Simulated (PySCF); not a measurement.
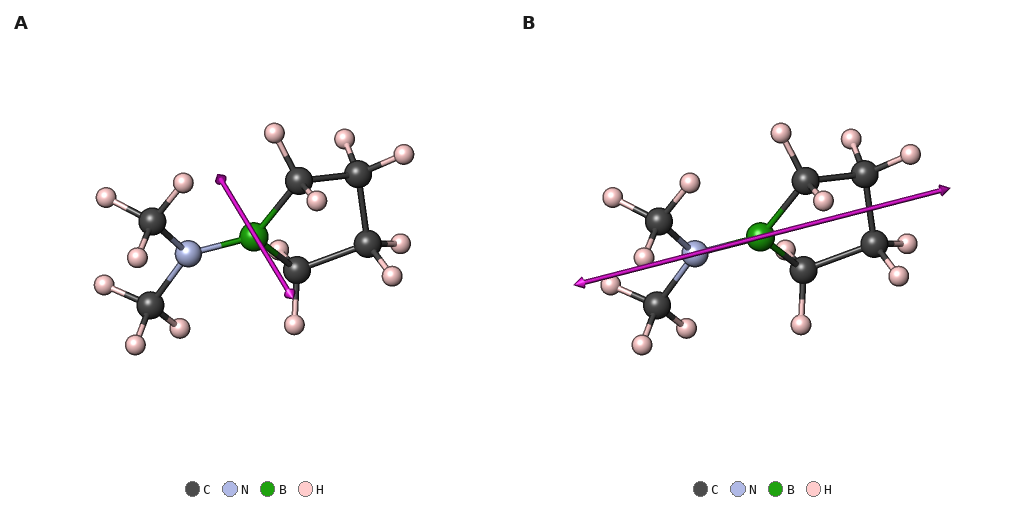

The double arrows show the directions of two transition dipoles from the ground state (lengths mean nothing). Computed geometry: PBE0-D3(BJ)/def2-SVP optimisation. No frequency run is at hand to confirm it as a minimum. Method: TDDFT CAM-B3LYP/def2-SVPD, vertical, gas phase, core orbitals frozen in the response (PySCF 2.14.0).

> One belongs to singlet state 2 and one to singlet state 5. Which is which?

A: state 5, 7.61 eV (163 nm), oscillator strength 0.022, mainly HOMO → LUMO+1 (weight 0.66).
B: state 2, 7.10 eV (175 nm), oscillator strength 0.030, mainly HOMO−1 → LUMO+2 (weight 0.60).
